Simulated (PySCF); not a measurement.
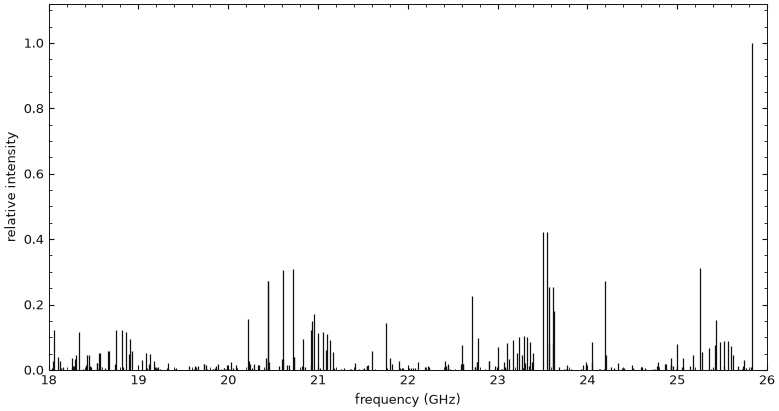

C₄H₁₃NOSi, SMILES CC(C)(C)[Si@@H](N)O. Simulated rotational absorption lines between 18 and 26 GHz at 10 K: rigid rotor with the equilibrium constants and dipole of one optimised conformer (PBE0-D3(BJ)/def2-SVP, PySCF 2.14.0), commonest isotopes; no centrifugal distortion, hyperfine structure, internal rotation or nuclear-spin weights; lines within 1 MHz of each other are summed.

Question: What are the rotational constants, and what kind of rotor is it?

Answer: Rotational constants A, B, C = 2.695, 1.709, 1.433 GHz; Ray's κ = −0.56, an asymmetric top on the prolate side.

Question: Which dipole components drive the lines?

Answer:
|μa|, |μb|, |μc| = 0.01, 1.87, 1.00 D; b-type lines carry 82 % of the intensity in this range.

Caveats: coarse grid, loose stop and no frequency check, small forces are noise and the end may be a saddle.
